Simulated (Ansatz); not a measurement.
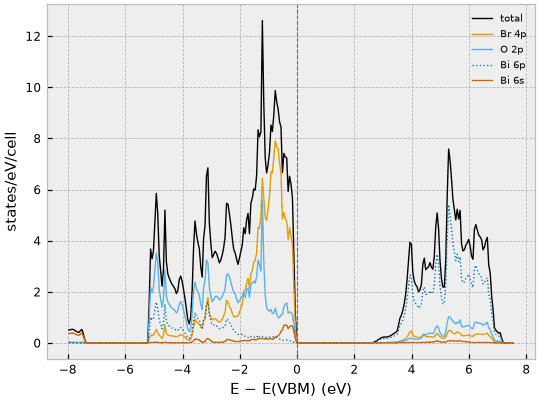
*Total and projected density of states of BiBrO in space group P4/nmm (No. 129; Bi on 2c, Br on 2c, O on 2a), the program Ansatz at the r²SCAN+D4 level (PAW)*

Question: Which orbitals carry the states next to the gap?

Answer: Top 1 eV of the valence band: Br 4p 75 %, O 2p 16 %, Bi 6s 6 %. Bottom 1 eV of the conduction band: Bi 6p 74 %, O 2s 10 %, O 2p 5 %. Projections are on Löwdin-orthogonalised atomic valence shells; empty p or d shells of many metals are not among them.

Question: Where is the tallest occupied peak in this window, and what makes it?

Answer: Near -1.2 eV, about 13 states/eV per cell; the largest projected share is Br 4p.

The first step of the workflow began from a Materials Project structure, measured or hypothetical; the Crystallography Open Database files this formula in space group No. 129, but the cells were not matched. Whether it is the stable phase at ambient conditions was not checked. Symmetry was held in the r²SCAN+D4 relaxation; whether a distortion lowers the energy is not shown. Scalar-relativistic: spin–orbit coupling is off unless named, which matters more the heavier the elements.

Potentials: the later of the program's two PAW sets.
